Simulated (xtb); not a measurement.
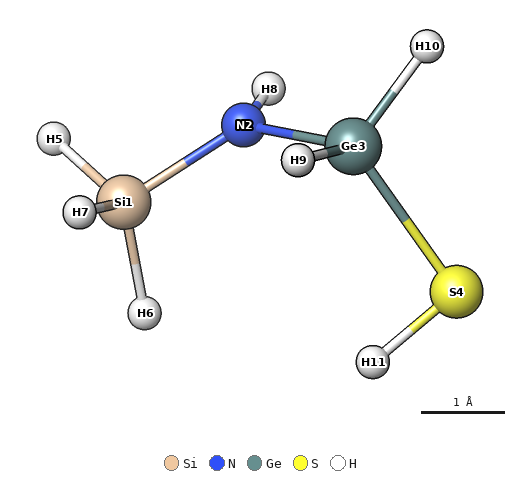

**Figure 1.** The starting structure (ball-and-stick view, seen at a tilt; atoms are numbered from 1 in the order of the input). Sticks mark near contacts.

Geometry relaxation, with input and output: GeSiNH7S (part 1 of 3)

- system: GeSiNH7S, SMILES [SiH3][NH][GeH2][SH]
- method: GFN2-xTB (xtb 6.7.1 later snapshot)

The geometry comes from this level: GFN2-xTB.

**Input file (mol.xyz)**
```
11
start
Si    -1.47100     0.89884     0.04498
N      0.25812     0.87271    -0.08953
Ge     1.36139    -0.49194     0.37891
S      1.27933    -2.17900    -1.05008
H     -1.84700     2.29086    -0.18646
H     -2.12522     0.01684    -0.93577
H     -1.76559     0.41871     1.39433
H      0.62532     1.46694    -0.81718
H      0.93032    -0.93582     1.75112
H      2.77009     0.03691     0.37078
H     -0.01574    -2.39505    -0.86109
```

Launched with:
```bash
xtb mol.xyz --gfn2 --opt vtight > run.log
```

**Log**
```
* xtb version 6.7.1
   ID    Z sym.   atoms
    1   14 Si     1
    2    7 N      2
    3   32 Ge     3
    4   16 S      4
    5    1 H      5-11

           -------------------------------------------------
          |                Calculation Setup                |
           -------------------------------------------------

          program call               : xtb mol.xyz --gfn2 --opt vtight
          coordinate file            : mol.xyz
          omp threads                :                     1

           -------------------------------------------------
          |                 G F N 2 - x T B                 |
           -------------------------------------------------

      * Hamiltonian:
        H0-scaling (s, p, d)           1.850000    2.230000    2.230000
        zeta-weighting                 0.500000
      * Dispersion:
        s8                             2.700000
        a1                             0.520000
        a2                             5.000000
        s9                             5.000000
      * Repulsion:
        kExp                           1.500000    1.000000
        rExp                           1.000000
      * Coulomb:
        alpha                          2.000000
        third order                    shell-resolved
        anisotropic                    true
        a3                             3.000000
        a5                             4.000000
        cn-shift                       1.200000
        cn-exp                         4.000000
        max-rad                        5.000000

          ...................................................
          :                      SETUP                      :
          :.................................................:
          :  # basis functions                  41          :
          :  # atomic orbitals                  38          :
          :  # shells                           18          :
          :  # electrons                        26          :
          :  max. iterations                   250          :
          :  Hamiltonian                  GFN2-xTB          :
          :  restarted?                      false          :
          :  GBSA solvation                  false          :
          :  PC potential                    false          :
          :  electronic temp.          300.0000000     K    :
          :  accuracy                    1.0000000          :
          :  -> integral cutoff          0.2500000E+02      :
          :  -> integral neglect         0.1000000E-07      :
          :  -> SCF convergence          0.1000000E-05 Eh   :
          :  -> wf. convergence          0.1000000E-03 e    :
          :  Broyden damping             0.4000000          :
          :  net charge                          0          :
          :  unpaired electrons                  0          :
          ...................................................

 iter      E             dE          RMSdq      gap      omega  full diag
   1    -13.2525695 -0.132526E+02  0.785E+00    4.37       0.0  T
   2    -13.2108214  0.417481E-01  0.954E+00    4.37       1.0  T
   3    -13.5391716 -0.328350E+00  0.391E+00    4.81       1.0  T
   4    -13.5363232  0.284846E-02  0.234E+00    5.02       1.0  T
   5    -13.5420153 -0.569208E-02  0.119E+00    5.01       1.0  T
   6    -13.5416699  0.345320E-03  0.771E-01    5.05       1.0  T
   7    -13.5435896 -0.191966E-02  0.185E-01    5.03       1.0  T
   8    -13.5436675 -0.778870E-04  0.101E-01    5.05       1.0  T
   9    -13.5436823 -0.147951E-04  0.294E-02    5.04       1.0  T
  10    -13.5436839 -0.157239E-05  0.117E-02    5.04       2.6  T
  11    -13.5436842 -0.386045E-06  0.446E-03    5.04       6.8  T
  12    -13.5436842 -0.126849E-07  0.101E-03    5.04      29.9  T
  13    -13.5436842 -0.286217E-09  0.379E-04    5.04      79.6  T
  14    -13.5436842 -0.184691E-09  0.106E-04    5.04     284.1  T

   *** convergence criteria satisfied after 14 iterations ***

         #    Occupation            Energy/Eh            Energy/eV
      -------------------------------------------------------------
         1        2.0000           -0.7304400             -19.8763
       ...           ...                  ...                  ...
         7        2.0000           -0.4604973             -12.5308
         8        2.0000           -0.4494456             -12.2300
         9        2.0000           -0.4433842             -12.0651
        10        2.0000           -0.4343277             -11.8187
        11        2.0000           -0.4315431             -11.7429
        12        2.0000           -0.3938013             -10.7159
        13        2.0000           -0.3839162             -10.4469 (HOMO)
        14                         -0.1985777              -5.4036 (LUMO)
        15                         -0.1891248              -5.1463
        16                         -0.1775031              -4.8301
        17                         -0.1703033              -4.6342
        18                         -0.1281350              -3.4867
       ...                                ...                  ...
        38                          1.2337520              33.5721
      -------------------------------------------------------------
                  HL-Gap            0.1853385 Eh            5.0433 eV
             Fermi-level           -0.2912469 Eh           -7.9252 eV

 SCC (total)                   0 d,  0 h,  0 min,  0.011 sec
 SCC setup                      ...        0 min,  0.000 sec (  0.811%)
 Dispersion                     ...        0 min,  0.000 sec (  0.478%)
 classical contributions        ...        0 min,  0.000 sec (  0.091%)
 integral evaluation            ...        0 min,  0.001 sec ( 12.514%)
 iterations                     ...        0 min,  0.007 sec ( 60.121%)
 molecular gradient             ...        0 min,  0.003 sec ( 25.052%)
 printout                       ...        0 min,  0.000 sec (  0.808%)

         :::::::::::::::::::::::::::::::::::::::::::::::::::::
         ::                     SUMMARY                     ::
         :::::::::::::::::::::::::::::::::::::::::::::::::::::
         :: total energy             -13.449044400208 Eh    ::
         :: gradient norm              0.000454468871 Eh/a0 ::
         :: HOMO-LUMO gap              5.043316768596 eV    ::
         ::.................................................::
         :: SCC energy               -13.543671163395 Eh    ::
         :: -> isotropic ES            0.025011422783 Eh    ::
         :: -> anisotropic ES          0.002361372659 Eh    ::
         :: -> anisotropic XC          0.004280584116 Eh    ::
         :: -> dispersion             -0.008110454397 Eh    ::
         :: repulsion energy           0.094626763187 Eh    ::
         :: add. restraining           0.000000000000 Eh    ::
         :: total charge              -0.000000000000 e     ::
         :::::::::::::::::::::::::::::::::::::::::::::::::::::

      -----------------------------------------------------------
     |                   =====================                   |
     |                        A N C O P T                        |
     |                   =====================                   |
     |               Approximate Normal Coordinate               |
     |                Rational Function Optimizer                |
      -----------------------------------------------------------

          ...................................................
          :                      SETUP                      :
          :.................................................:
          :   optimization level         verytight          :
          :   max. optcycles                   220          :
          :   ANC micro-cycles                  20          :
          :   degrees of freedom                27          :
          :.................................................:
          :   RF solver                   davidson          :
          :   write xtbopt.log                true          :
          :   linear?                        false          :
          :   energy convergence         0.1000000E-06 Eh   :
          :   grad. convergence          0.2000000E-03 Eh/α :
          :   maximum RF displ.          1.0000000          :
          :   Hlow (freq-cutoff)         0.1000000E-01      :
          :   Hmax (freq-cutoff)         5.0000000          :
          :   S6 in model hess.         20.0000000          :
          ...................................................

generating ANC from exact Hessian ...
Using Lindh-Hessian (1995)
 Shifting diagonal of input Hessian by    9.6347391433790064E-003
 Lowest  eigenvalues of input Hessian
    0.000000    0.000000    0.000000    0.000000    0.000000    0.000000
    0.010000    0.010392    0.011275    0.012046    0.013846    0.014748
    0.016883    0.023808    0.025836    0.028092    0.029004    0.034551
 Highest eigenvalues
    0.566851    0.606203    0.656459    0.848794    1.236229    1.376464

........................................................................
.............................. CYCLE    1 ..............................
........................................................................

 iter      E             dE          RMSdq      gap      omega  full diag
   1    -13.5436842 -0.135437E+02  0.358E-05    5.04       0.0  T
   2    -13.5436842  0.341061E-12  0.230E-05    5.04    1313.3  T
   3    -13.5436842 -0.376588E-12  0.216E-05    5.04    1398.6  T
     SCC iter.                  ...        0 min,  0.002 sec
     gradient                   ...        0 min,  0.003 sec
 * total energy  :   -13.4490444 Eh     change       -0.1707079E-11 Eh
   gradient norm :     0.0004546 Eh/α   predicted     0.0000000E+00 (-100.00%)
   displ. norm   :     0.0091644 α      lambda       -0.9762623E-06
   maximum displ.:     0.0062888 α      in ANC's #1, #7, #9, ...

........................................................................
.............................. CYCLE    2 ..............................
........................................................................

 iter      E             dE          RMSdq      gap      omega  full diag
   1    -13.5435347 -0.135435E+02  0.119E-02    5.04       0.0  T
   2    -13.5435347 -0.909891E-08  0.685E-03    5.04       4.4  T
   3    -13.5435347  0.761472E-07  0.498E-03    5.04       6.1  T
   4    -13.5435347 -0.872226E-07  0.114E-03    5.04      26.4  T
   5    -13.5435347 -0.542332E-09  0.447E-04    5.04      67.5  T
   6    -13.5435347  0.289617E-10  0.258E-04    5.04     117.0  T
     SCC iter.                  ...        0 min,  0.003 sec
     gradient                   ...        0 min,  0.003 sec
 * total energy  :   -13.4490453 Eh     change       -0.8638929E-06 Eh
   gradient norm :     0.0001992 Eh/α   predicted    -0.4900523E-06 ( -43.27%)
   displ. norm   :     0.0139515 α      lambda       -0.7388477E-06
   maximum displ.:     0.0100184 α      in ANC's #1, #5, #3, ...

........................................................................
.............................. CYCLE    3 ..............................
........................................................................

 iter      E             dE          RMSdq      gap      omega  full diag
   1    -13.5434759 -0.135435E+02  0.159E-02    5.04       0.0  T
   2    -13.5434759 -0.432125E-08  0.101E-02    5.04       3.0  T
   3    -13.5434758  0.180326E-06  0.717E-03    5.04       4.2  T
   4    -13.5434760 -0.227731E-06  0.257E-03    5.04      11.7  T
   5    -13.5434760 -0.116887E-07  0.557E-04    5.04      54.1  T
   6    -13.5434760 -0.574278E-09  0.285E-04    5.04     105.7  T
     SCC iter.                  ...        0 min,  0.003 sec
     gradient                   ...        0 min,  0.003 sec
 * total energy  :   -13.4490455 Eh     change       -0.2780423E-06 Eh
   gradient norm :     0.0004060 Eh/α   predicted    -0.3706550E-06 (  33.31%)
   displ. norm   :     0.0095630 α      lambda       -0.7127820E-06
   maximum displ.:     0.0072605 α      in ANC's #1, #4, #7, ...

........................................................................
.............................. CYCLE    4 ..............................
........................................................................

 iter      E             dE          RMSdq      gap      omega  full diag
   1    -13.5435402 -0.135435E+02  0.140E-02    5.04       0.0  T
   2    -13.5435402 -0.414423E-08  0.863E-03    5.04       3.5  T
   3    -13.5435401  0.106688E-06  0.610E-03    5.04       4.9  T
   4    -13.5435403 -0.127344E-06  0.272E-03    5.04      11.1  T
   5    -13.5435403 -0.197776E-07  0.538E-04    5.04      56.0  T
   6    -13.5435403 -0.362354E-09  0.191E-04    5.04     158.1  T
     SCC iter.                  ...        0 min,  0.003 sec
     gradient                   ...        0 min,  0.003 sec
 * total energy  :   -13.4490460 Eh     change       -0.4429183E-06 Eh
   gradient norm :     0.0002845 Eh/α   predicted    -0.3558784E-06 ( -19.65%)
   displ. norm   :     0.0058822 α      lambda       -0.3918226E-06
   maximum displ.:     0.0043983 α      in ANC's #1, #6, #4, ...

........................................................................
.............................. CYCLE    5 ..............................
........................................................................

 iter      E             dE          RMSdq      gap      omega  full diag
   1    -13.5435995 -0.135436E+02  0.849E-03    5.04       0.0  T
   2    -13.5435995 -0.121747E-07  0.510E-03    5.04       5.9  T
   3    -13.5435995 -0.180085E-09  0.128E-03    5.04      23.5  T
   4    -13.5435995  0.315986E-08  0.121E-03    5.04      25.0  T
   5    -13.5435995 -0.523552E-08  0.284E-04    5.04     106.1  T
   6    -13.5435995 -0.683222E-10  0.165E-04    5.04     182.9  T
     SCC iter.                  ...        0 min,  0.003 sec
     gradient                   ...        0 min,  0.003 sec
 * total energy  :   -13.4490463 Eh     change       -0.2827858E-06 Eh
   gradient norm :     0.0001937 Eh/α   predicted    -0.1970118E-06 ( -30.33%)
   displ. norm   :     0.0048399 α      lambda       -0.1731981E-06
   maximum displ.:     0.0045431 α      in ANC's #1, #9, #3, ...

........................................................................
.............................. CYCLE    6 ..............................
........................................................................
```
